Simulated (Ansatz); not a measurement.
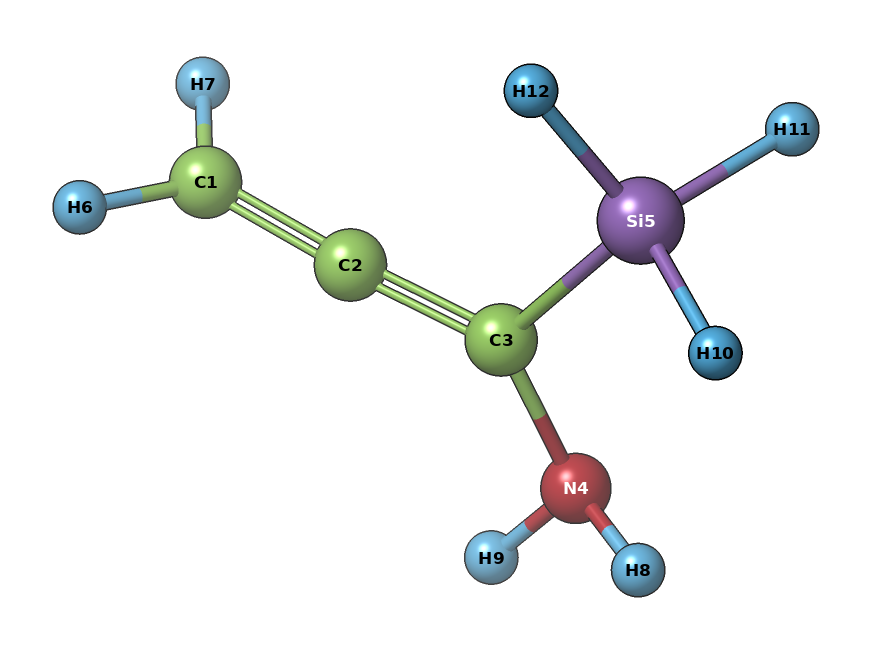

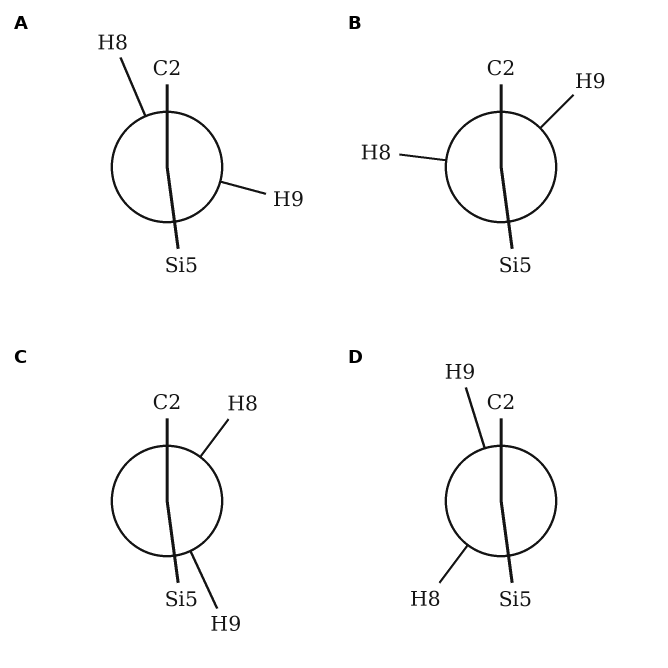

Distant atoms are faded towards the background colour. Bonds that would overlap in a projection are set slightly apart. The computed structure is the end point of a PBE-D4/def2-SVP optimisation. No frequency run is at hand to confirm it as a minimum.

Question: Which Newman projection shows the view along C3–N4, with C3 in front?

Answer: D. The torsion angle Si5–C3–N4–H8 is 45°, synclinal (gauche).
